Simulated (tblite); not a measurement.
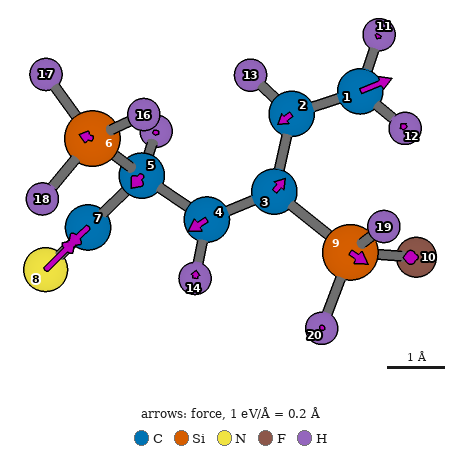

Starting geometry of C6H10FNSi2 with the computed forces as purple arrows. A ball-and-stick model, seen face on.

All numbers below come from tblite, GFN2-xTB geometry optimisation, gas phase. 

Is this structure relaxed? If not, where do the atoms go?

It isn't relaxed: the largest force vector, on the N atom, is 4.27 eV/Å. The final displacements have little in common with the starting forces (cosine between the two patterns 0.13). The energy falls by 14.0 kcal/mol in 109 geometry steps. The largest move after the best rigid fit is that of an H atom, 0.69 Å. By element the largest moves are H 0.69 Å, F 0.21 Å, Si 0.15 Å, C 0.12 Å, N 0.09 Å. Among the contacts that change: F–Si 1.707 → 1.614 Å, C–Si 1.882 → 1.938 Å, C–Si 1.840 → 1.890 Å, C–C 1.473 → 1.430 Å. Bond angles that change, for instance: H–Si–H 106.4° → 114.1°, C–C–C 118.3° → 124.8°, C–Si–H 112.7° → 106.2°. Groups turn about C–Si by about 25°. The run took 1.8 s on 1 thread of Arm Neoverse N1 (shared host).
